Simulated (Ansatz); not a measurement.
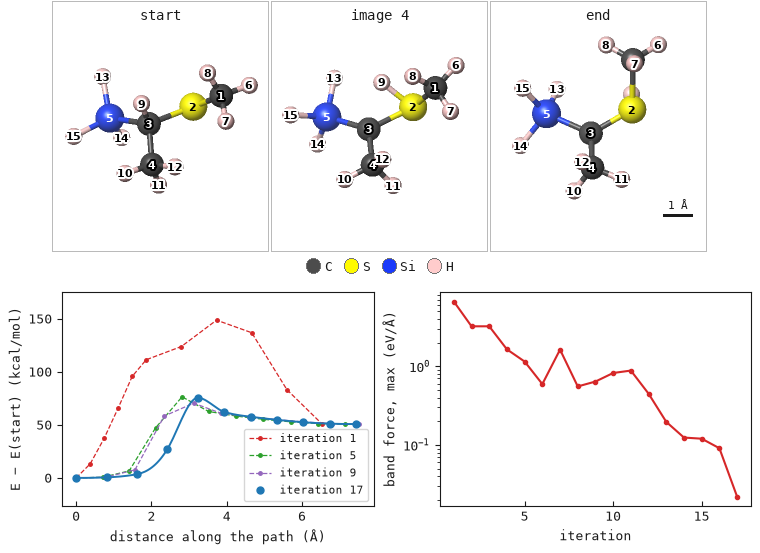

A search for the minimum-energy path of C3H10SSi by the nudged elastic band. Images are numbered from 0 (start) to 10 (end). The plot follows the band through its iterations. The picture is a ball-and-stick view, seen at a tilt.

These are results of RKS revPBE-D4/def2-SVP in Ansatz, not measurements. Set-up: 9 movable images; climbing image; force threshold 0.05 eV/Å; iteration limit 60; starting path through a guess of the saddle point.

Did the band converge, and can the barrier be trusted?

Answer. The result is final at these settings. The band converged in 17 iterations. The largest component of the band force went from 6.7 to 0.022 eV/Å. The climbing image converged on the top of the path. Its vibrational analysis gives one imaginary mode (1043i cm⁻¹), as a transition state must have. The first iteration put the highest image at 148.7 kcal/mol. Forward barrier 75.5 kcal/mol, backward barrier 24.8 kcal/mol, with image 4 at the top; the reaction energy is +50.7 kcal/mol.

The run took 7.8 min on 2 threads of Arm Neoverse V1, with other jobs on the host, peak memory 0.17 GiB.
